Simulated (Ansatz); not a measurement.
**Hf3N4, pressure series**

Take Hf₃N₄ (space group I-43d, No. 220; a = 6.651 Å) as the base.

Cell and atoms are relaxed at each pressure.

The values are results of DFT with PBEsol, PAW potentials and a 420 eV plane-wave cutoff in Ansatz (a first-principles code), no spin-orbit coupling, not measurements.

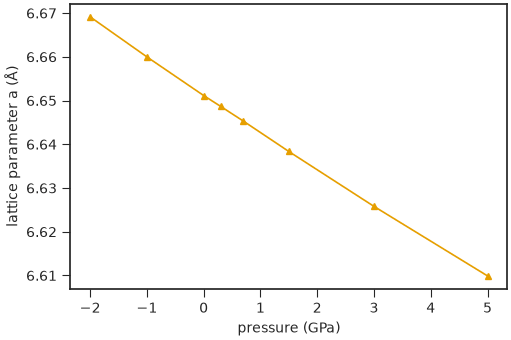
Figure: Lattice parameter a against pressure

```json
[
 {"pressure (GPa)": "-2", "lattice parameter a": "666.9 pm"},
 {"pressure (GPa)": "-1", "lattice parameter a": "666.0 pm"},
 {"pressure (GPa)": "0.3", "lattice parameter a": "664.9 pm"},
 {"pressure (GPa)": "0.7", "lattice parameter a": "664.5 pm"},
 {"pressure (GPa)": "1.5", "lattice parameter a": "663.8 pm"},
 {"pressure (GPa)": "3", "lattice parameter a": "662.6 pm"},
 {"pressure (GPa)": "5", "lattice parameter a": "661.0 pm"}
]
```

Load acts through the strain it causes; cell and atoms are relaxed under it. No phonon test of stability was made. Competing high-pressure phases were not computed.
